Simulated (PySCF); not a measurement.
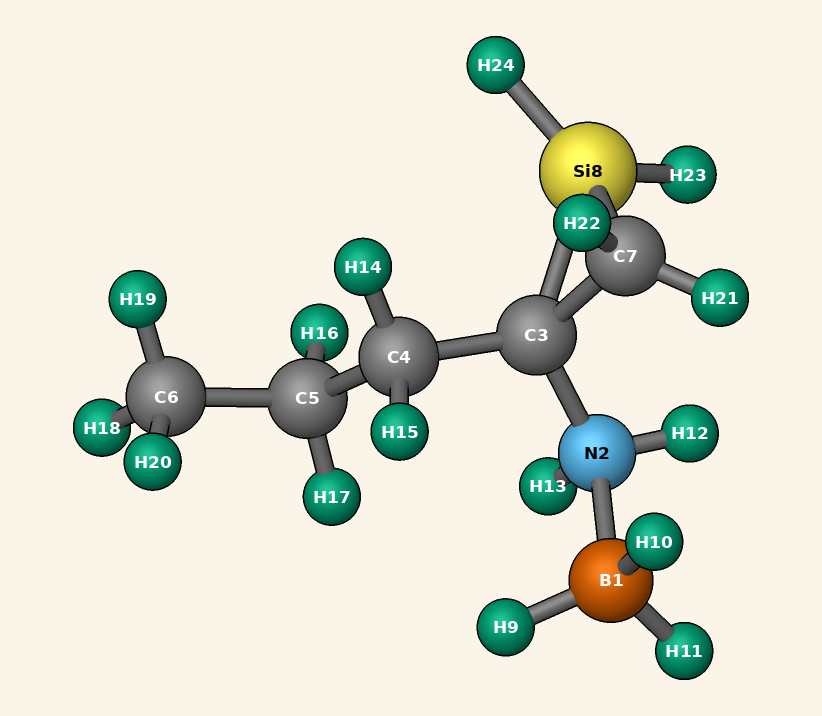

Computed geometry: GFN2-xTB optimisation. No frequency run is at hand to confirm it as a minimum. Level of theory: GIAO PBE0/pcSseg-1 NMR shielding, non-relativistic, gas phase (PySCF 2.14.0). Principal shieldings σ11 ≤ σ22 ≤ σ33, span Ω = σ33 − σ11, skew κ = 3(σiso − σ22)/Ω.

Give the shielding tensors of the Si atoms.

```csv
atom,σ11,σ22,σ33,σiso,Ω,κ
Si8,381.2,407.9,652.9,480.7,271.6,0.80
```

Shieldings and span in ppm.

The geometry is semi-empirical. Around B, Si such bond lengths and angles can be off by a tenth of an ångström or more and by several degrees, and values that hang on the shape move with them.
